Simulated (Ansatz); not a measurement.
**C2HLi (triplet): density, localisation and related maps**

```xyz
4

C    -1.8585    0.6409    0.4535
C    -1.3091    0.0537    1.5296
Li   -2.3964    1.8053    1.8379
H    -1.6723    0.1200   -0.5139
```

Geometry: r2SCAN-D4/def2-SVP.

Level of theory: Ansatz 0.2.0, isolated molecule in a Gaussian basis; Kohn-Sham density functional theory, functional PBE0.

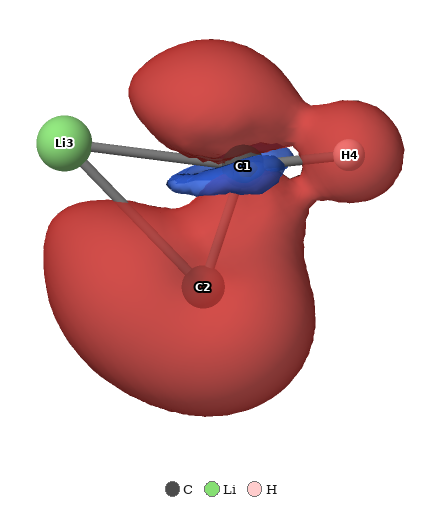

Figure 1. Isosurfaces of the spin density at +0.04 (red) and −0.04 e/Å³ (blue), seen across its widest extent.

> Describe the spin distribution.

The unpaired spin (2 electrons) lies mostly on C2 (about 1.3), C1 (about 0.4), Li3 (about 0.2) and H4 (about 0.1), in electrons by Hirshfeld's partition.

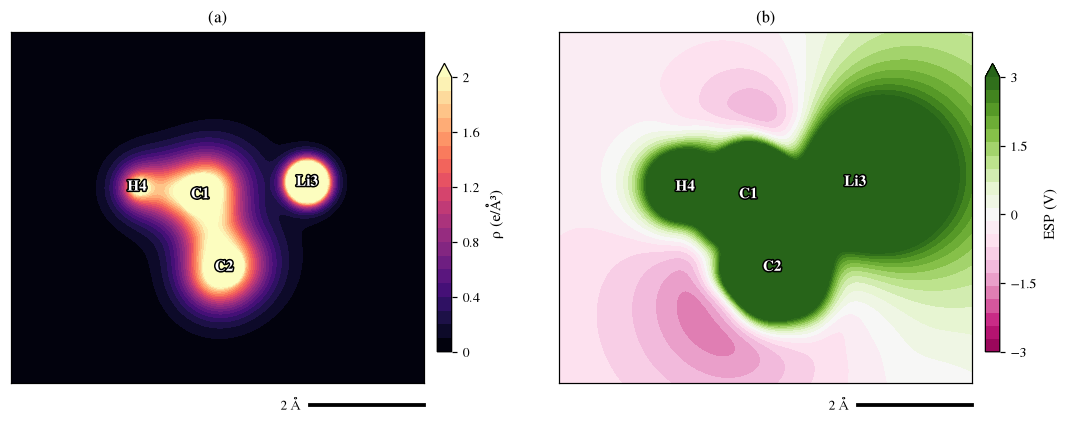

Figure 2. (a) total electron density; (b) molecular electrostatic potential on the molecular plane.

> Describe what can be read from this map.

The plane passes through C, Li and H nuclei. C–C (1.34 Å): the density is about 2 e/Å³ at the midpoint. C–Li (1.89 Å): the density is about 0.48 e/Å³ at the midpoint. C–H (1.11 Å): ρ at the midpoint is about 1.9 e/Å³. C–Li (2.08 Å): ρ at the midpoint is about 0.36 e/Å³. Outside the dense part of the molecule the potential is most negative (−1.8 V) near C2.

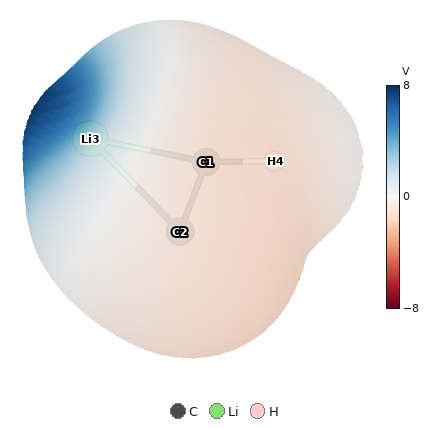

Figure 3. The electrostatic potential painted on the density surface at 0.001 e/bohr³, seen at a tilt; the colour scale runs from red (negative) to blue (positive).

> Which sites attract a positive test charge, and which a negative one?

A positive charge is drawn to the negative regions and a negative charge to the positive ones. The most negative region (about −1.5 V, or −35 kcal/mol for a unit charge) lies over C2, the most positive (about +7.6 V, or +175 kcal/mol for a unit charge) over Li3.

> What dipole moment does the calculation give?

Its dipole moment is 4.99 D.

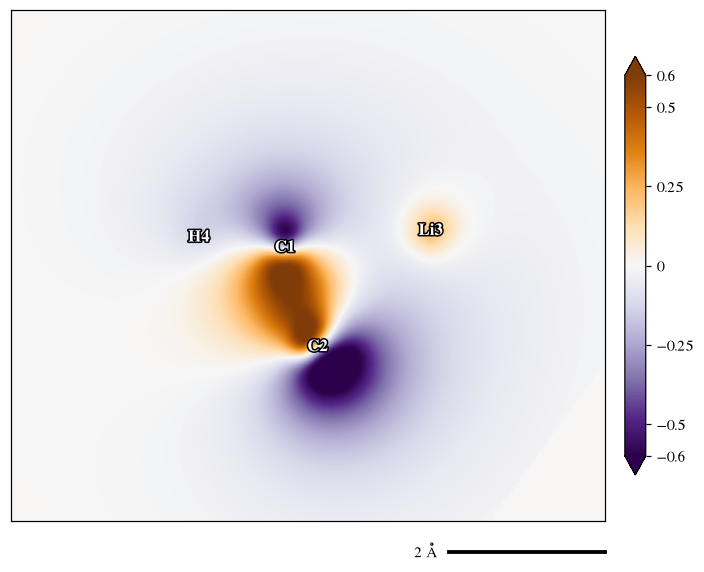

Figure 4. One frontier orbital on the molecular plane (values in Å⁻³ᐟ²; the overall sign is arbitrary).

> Which orbital is it: HOMO (β) or LUMO (β)?

The LUMO (β), at −3.59 eV. Its weight (Hirshfeld) is mainly on C2 (about 65 %) and C1 (about 25 %); it is symmetric in the molecular plane (an in-plane orbital: σ, lone-pair or in-plane π type).
